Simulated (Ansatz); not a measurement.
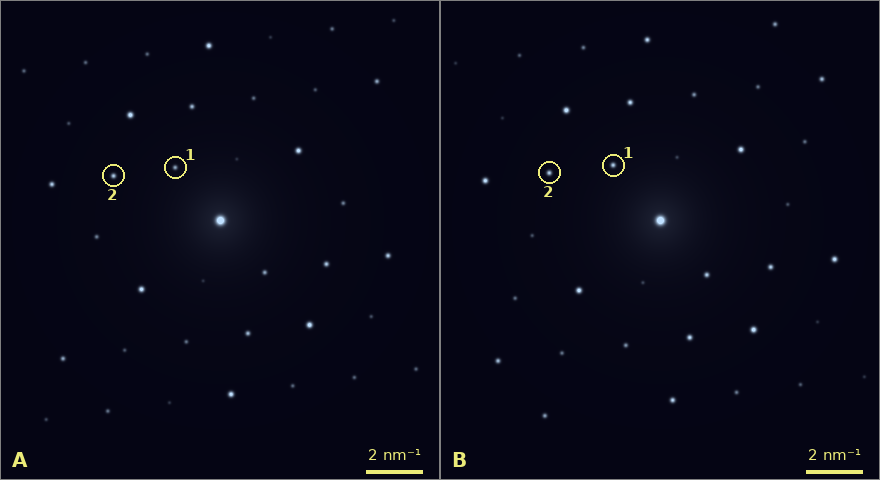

Kinematic electron diffraction patterns (300 kV, B = 0.5 Å², same scale) along [001] of the run's own cell, for the start and the end of one relaxation of Cu2F3 with DFT, PAW plane waves, r2scan in Ansatz. k mesh 5×5×5. The start is a generated model structure, and the relaxation ends in the nearest stationary point of its symmetry, not necessarily the ground state. Spot 1 is -1 0 0 and spot 2 is -2 -1 0 in both.

Start structure:

```
CELL_PARAMETERS angstrom
3.42625 2.58919 2.84898
3.42625 -2.58919 2.84898
4.10185 2.58919 -2.84898
ATOMIC_POSITIONS crystal
F 0.49000 0.56200 0.76200
F 0.20000 0.24800 0.73800
F 0.51000 0.43800 0.23800
F 0.80000 0.75200 0.26200
Cu 0.30730 0.33590 0.04660
Cu 0.71070 0.14610 0.45340
Cu 0.69270 0.66410 0.95340
Cu 0.28930 0.85390 0.54660
F 0.18300 0.06700 0.25000
F 0.81700 0.93300 0.75000
```

> Which pattern belongs to the start structure, and which to the relaxed one?

B is the start: its cell gives d(1) = 3.832 Å, d(2) = 2.298 Å and an angle of 26.5°. A is the relaxed structure, with d(1) = 4.006 Å (+4.5 %), d(2) = 2.400 Å (+4.4 %) and 27.0°.

> Name reflections whose intensity changes strongly on relaxation.

2 3 0 fades out of sight; 0 2 0 goes from 11 to 4.6 % of the strongest spot; 1 0 0 goes from 36 to 17 % of the strongest spot; 1 -1 0 goes from 53 to 25 % of the strongest spot.

> Summarise the relaxation behind the change.

The volume changed by +5.8 % to 11.75 Å³ an atom; with the mean shift removed, the atoms moved by up to 0.36 Å relative to the cell (F most); the space group stayed C2/c (No. 15); the free energy fell by 21 meV an atom. Relaxed cell: a = 5.306 Å, b = 5.306 Å, c = 5.553 Å, α = 95.52°, β = 65.69°, γ = 62.07°.
